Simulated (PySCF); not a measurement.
System: SiPb (charge −1, doublet).

```yaml
atoms:
  - { symbol: Si, position_ang: [0.0000, 0.0000, -2.1965] }
  - { symbol: Pb, position_ang: [0.0000, 0.0000, 0.2955] }
```

Core potentials replace the inner electrons of Pb.

Method: PBE0/def2-SVPD, non-relativistic Hamiltonian with scalar-relativistic core potentials where named, at a bond length of 2.492 Å (PySCF 2.14.0).

Q: What can the converged electron density, electron localisation function and spin density tell about the bonding?

A: Si–Pb (2.49 Å): the density is about 0.54 e/Å³ at the midpoint; the ELF peaks at about 0.75 in the valence shell of Si, 1.0 Å from its nucleus, and drops to about 0.25 between the two atoms.
The unpaired spin (1 electron) lies mostly on Si1 (about 0.6) and Pb2 (about 0.4), in electrons by Hirshfeld's partition.

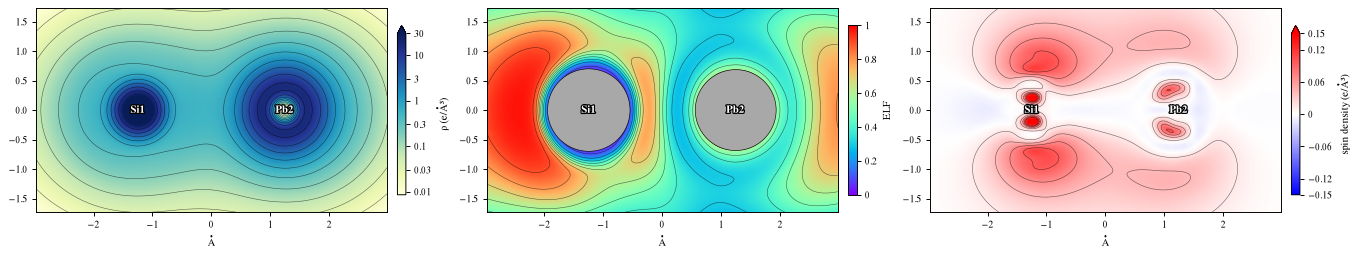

Computed electron density, electron localisation function and spin density on a plane that holds the molecular axis, in this order. Grey discs cover the atomic cores in the ELF map. 
